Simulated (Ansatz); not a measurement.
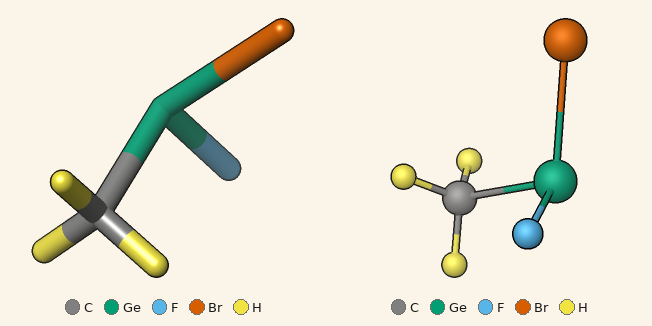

The same structure drawn twice, from different directions.

The species is neutral and a spin doublet. The geometry was computed by an optimisation with PBE0-D4/def2-TZVP.

**Count the atoms of each element.**

CH₃BrFGe, 7 atoms: 1 carbon, 3 hydrogen, 1 bromine, 1 fluorine and 1 germanium.

**What is the point group of this geometry?**

C1.

**Count the bonded pairs by element.**

3 C–H, 1 C–Ge, 1 F–Ge, 1 Br–Ge.

**What is its SMILES?**

[CH3][Ge]([F])[Br]

More results for the same structure follow; atom numbers are the same in all pictures, views and colours differ.

Dipole moment

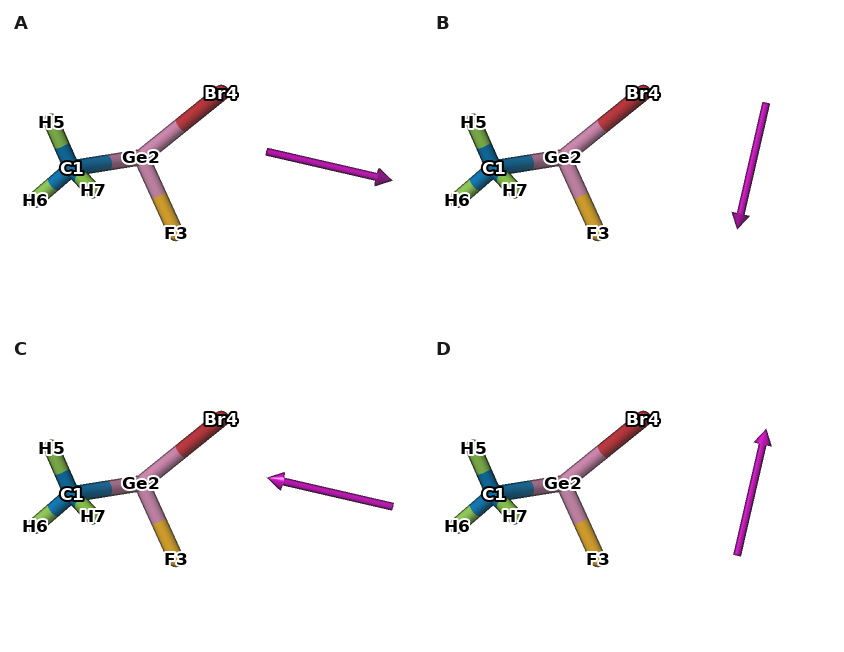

The same molecule four times, each with an arrow. Method: UKS B3LYP-D4/def2-TZVPP (Ansatz 0.2.0).

**Which arrow points along the dipole moment, from the negative to the positive end?**

C. The dipole moment is 2.86 D; it points from the side of F3, Br4 to the side of H5, H6 (the outermost atoms at the two ends).

Vibrations

Harmonic vibrations computed with UKS PBE0-D4/def2-TZVP (Ansatz 0.2.0) at a stationary point of the same level.

**How many vibrational modes are there, and where do they lie?**

15 modes: 104, 133, 166, 196, 297, 566, 681, 768, 792, 1217, 1429, 1439, 3066, 3171, 3185 cm⁻¹.

Charges

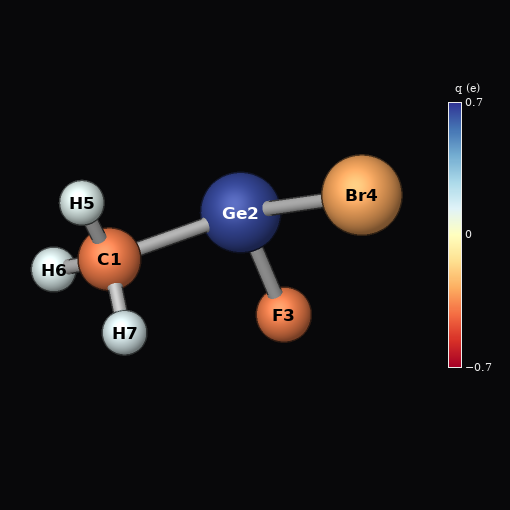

Atoms are coloured by their Mulliken charges. Level of theory: UKS B3LYP-D4/def2-TZVPP (Ansatz 0.2.0).

Give the Mulliken charges atom by atom.

| atom | value (e) |
| --- | --- |
| C1 | −0.38 |
| Ge2 | 0.65 |
| F3 | −0.37 |
| Br4 | −0.29 |
| H5 | 0.13 |
| H6 | 0.13 |
| H7 | 0.13 |

Thermal motion

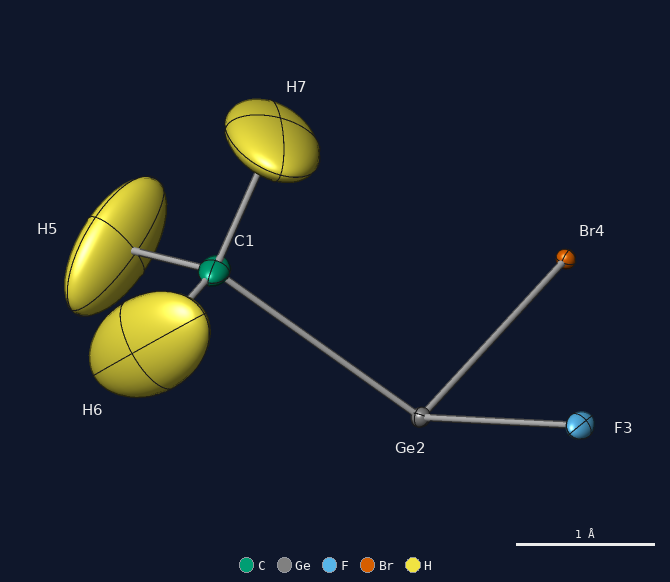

Displacement ellipsoids at the 50 % level, enlarged 1.5 times, from the internal vibrations of the free molecule (harmonic, no overall translation or rotation; no half-axis is drawn under 0.075 Å). Vibrations computed with UKS PBE0-D4/def2-TZVP (Ansatz 0.2.0). Temperature: 0 K (zero-point motion alone).

Give the displacement parameters, one line for each set of equivalent atoms.

```tsv
atom	U_eq (Å²)	rms amplitudes (Å)
C1	0.0030	0.038, 0.049, 0.073
Ge2	0.00042	0.019, 0.019, 0.023
F3	0.0023	0.031, 0.043, 0.063
Br4	0.00026	0.008, 0.014, 0.022
H5	0.0322	0.087, 0.150, 0.258
H6	0.0326	0.096, 0.155, 0.254
H7	0.0325	0.081, 0.155, 0.259
```

Mulliken values depend strongly on the basis set and can even reverse the polarity of a bond.
